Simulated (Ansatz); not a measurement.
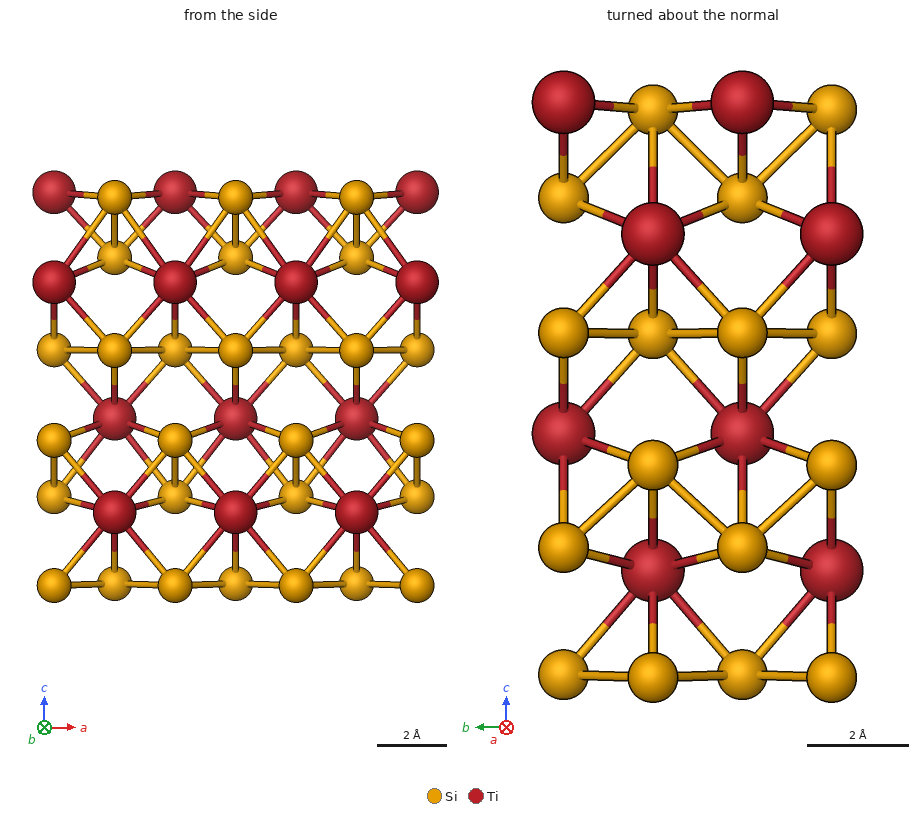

A ball-and-stick picture of a periodic slab, seen from the side and turned about the normal. The surface normal points up in side views; the vacuum is left out. 3×2 cells are drawn in the plane, with atoms at the edges repeated.

The cell holds 4 Ti, 8 Si. The slab was cut from bulk TiSi2 (Cmcm).

**With which atoms do the two faces end?**

The top face ends in Si and Ti, the bottom face in Si. The faces differ, so the slab can carry a dipole.

**Give the thickness from the bottom atom to the top atom.**

About 11 Å from the lowest to the highest atom.

**Index the surface.**

(0 1 0).

Computational set-up: DFT r2SCAN, scalar-relativistic, plane waves, PAW (Ansatz 0.2.0), E_cut = 500 eV, a 10×10×1 grid in reciprocal space, Gaussian smearing of 0.1 eV, no spin polarisation.

**Predict the work functions of both surfaces.**

3.64 eV at the top and 5.25 eV at the bottom.

The initial geometry was a structure listed in the Materials Project, from which a slab was cut. The atoms were relaxed in a fixed cell with DFT r2SCAN, scalar-relativistic, plane waves, PAW (Ansatz 0.2.0).
